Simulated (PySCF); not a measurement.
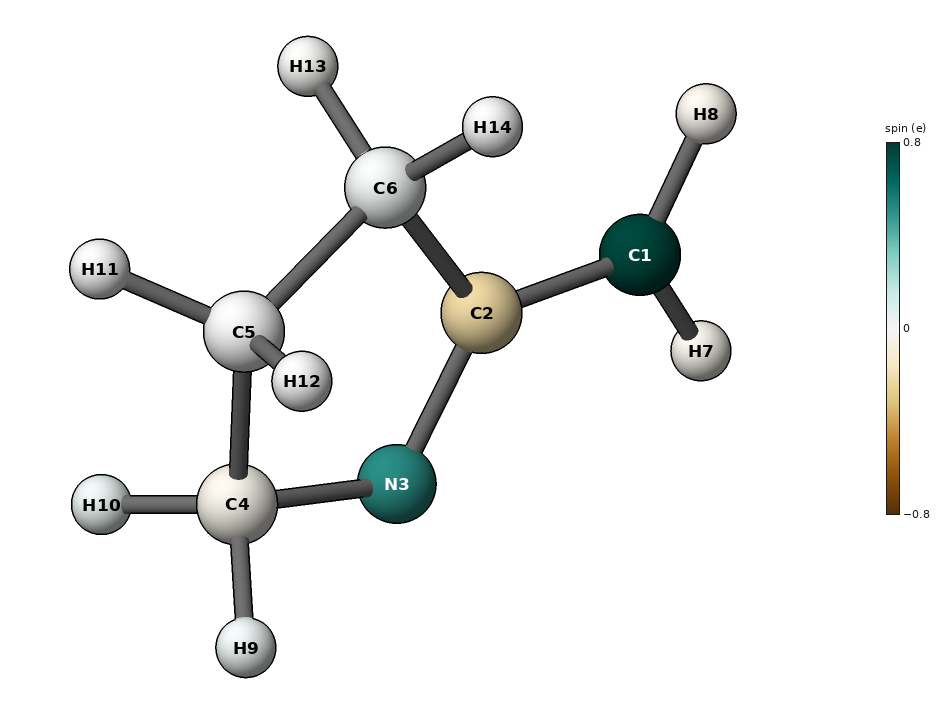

Atoms are coloured by their Mulliken spin populations. The species is neutral and a spin doublet. The geometry was computed by an optimisation with GFN2-xTB. No frequency run is at hand to confirm it as a minimum. Method: UKS B3LYP, pcH-1 on C H N, non-relativistic (PySCF 2.14.0).

Q: Which atom carries the largest spin population?

A: C1 (0.75 e).

Q: Which atom has the lowest spin population?

A: C2 (−0.24 e); a negative value comes from spin polarisation.

Give the Mulliken spin populations atom by atom.

| atom | value (e) |
| --- | --- |
| C1 | 0.75 |
| C2 | −0.24 |
| N3 | 0.51 |
| C4 | −0.04 |
| C5 | 0.00 |
| C6 | 0.01 |
| H7 | −0.03 |
| H8 | −0.03 |
| H9 | 0.03 |
| H10 | 0.04 |
| H11 | 0.00 |
| H12 | 0.00 |
| H13 | −0.01 |
| H14 | 0.00 |

Mulliken values depend strongly on the basis set.
